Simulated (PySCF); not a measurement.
# C$_{5}$H$_{5}$BrOSi: what the fields show

The calculation's input:

```
{"job": {"kind": "uv", "xc": "CAM-B3LYP", "basis": "def2-SVPD", "nstates": 8, "ntriplets": 3}, "charge": 0, "multiplicity": 1}
C      2.492885    -1.413226    -0.472648
C      1.804671    -0.703722     0.206034
C      0.969690     0.090143     1.034515
Br     0.513745    -0.917953     2.724858
C      0.994400     1.584206     1.086566
C     -0.060621     1.038403     0.537352
O     -1.221525     1.091082    -0.031603
Si    -2.339532    -0.107033    -0.285863
H      3.106271    -2.012177    -1.076348
H      1.545036     2.426220     1.422305
H     -3.213039     0.644040    -1.170854
H     -2.919483    -0.466390     1.003896
H     -1.676885    -1.253107    -0.903266
```

Run with:

```sh
OMP_NUM_THREADS=1 python probes_run.py task.json out
```

Geometry: GFN2-xTB.

Level of theory: CAM-B3LYP/def2-SVPD, SCF density, gas phase (PySCF).

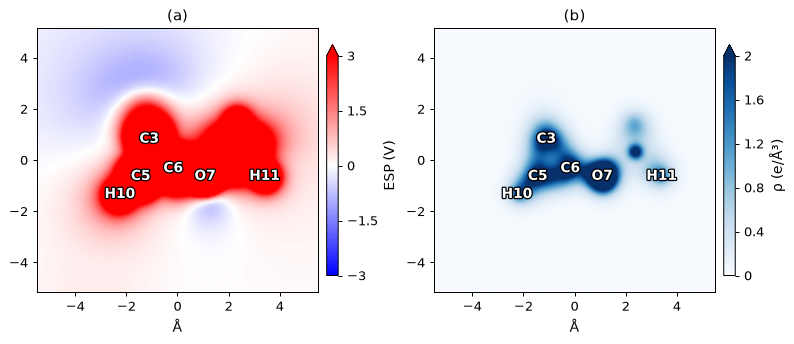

Figure 1. (a) electrostatic potential; (b) electron density on the plane of atoms C3, C5 and H10.

Read the bonding off the picture.

- The plane passes through C, O and H nuclei.
- C–O (1.29 Å): the density is about 2.6 e/Å³ at the midpoint.
- C–H (1.06 Å): ρ at the midpoint is about 2.1 e/Å³.
- C–C (1.31 Å): ρ at the midpoint is about 2.2 e/Å³.
- Outside the dense part of the molecule the potential is most negative (−0.9 V) near C2, which lies off the plane.

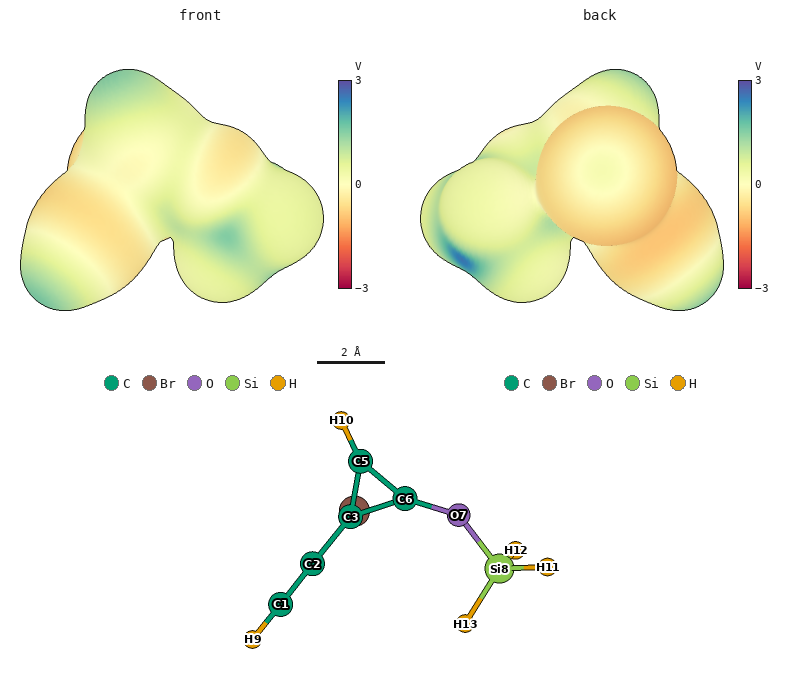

Figure 2. The molecular electrostatic potential painted on the density surface at 0.002 e/bohr³, seen from the front and from behind; red is negative and blue positive. The bare structure is drawn below in the same view.

Describe the electrostatic potential map.

The most negative region (about −0.9 V) lies over C1, C2 and Br4, the most positive (about +2.3 V) over Si8. Br4 shows a σ-hole: about +0.2 V at the tip opposite its bond, against about −0.7 V on its flanks.

What dipole moment does the calculation give?

Its dipole moment is 2.53 D.
